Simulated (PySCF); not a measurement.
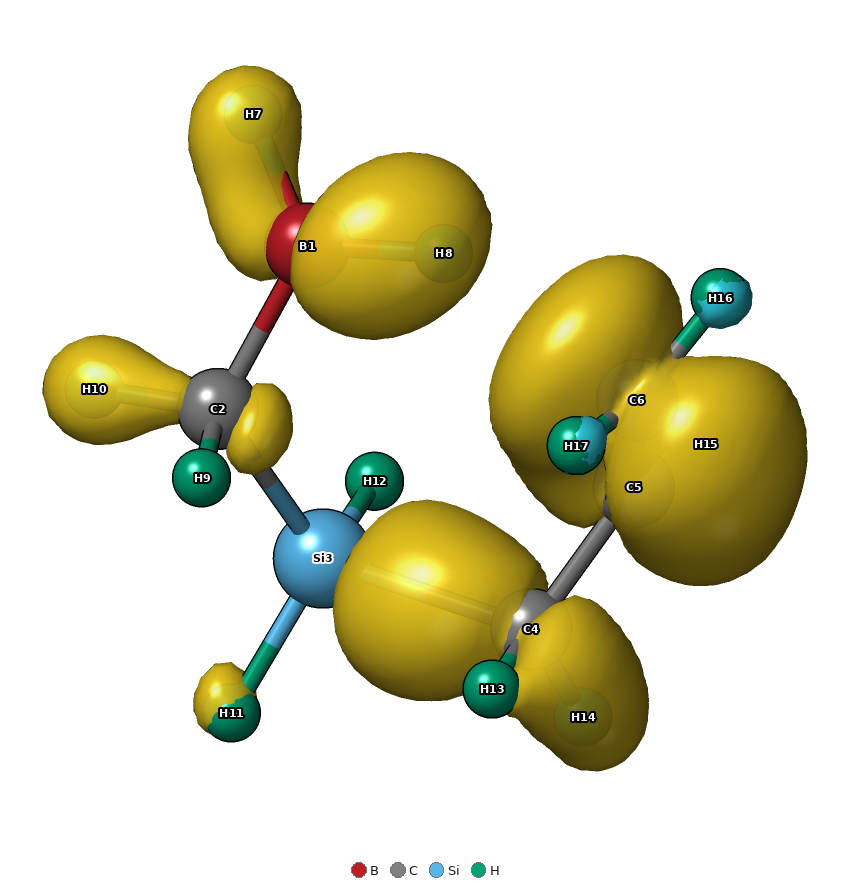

The picture shows: C₄H₁₁BSi (SMILES BC[SiH2]C[CH+][CH2]) (charge +1, doublet). Isosurfaces of the spin density (α minus β) at +0.015 (yellow) and −0.015 e/Å³ (cyan), seen at a tilt.

Geometry: GFN2-xTB.

All numbers below come from UKS B3LYP, pcH-1 on B C H Si, non-relativistic, mean-field spin-orbit, GIAO (PySCF).

```xyz
17

B    -1.4928    1.3446    0.0729
C    -1.7472   -0.1656    0.2421
Si   -0.6268   -1.3732   -0.7478
C     1.2193   -1.0962    0.0165
C     1.6258    0.2583   -0.2232
C     1.4981    1.2570    0.6946
H    -2.2766    2.1196   -0.3046
H    -0.4018    1.7563    0.3279
H    -1.6151   -0.4295    1.2968
H    -2.7710   -0.4452   -0.0166
H    -0.9098   -2.7695   -0.4230
H    -0.5360   -1.0574   -2.1712
H     1.1521   -1.3549    1.0694
H     1.8020   -1.8258   -0.5374
H     1.9923    0.5005   -1.2123
H     1.8582    2.2520    0.4898
H     1.2225    1.0412    1.7152
```

**Where is the unpaired spin?**

The unpaired spin (1 electron) lies mostly on C6 (about 0.3), C5 (about 0.2), C4 (about 0.1), B1 (about 0.1) and Si3 (about 0.1), in electrons by Hirshfeld's partition.
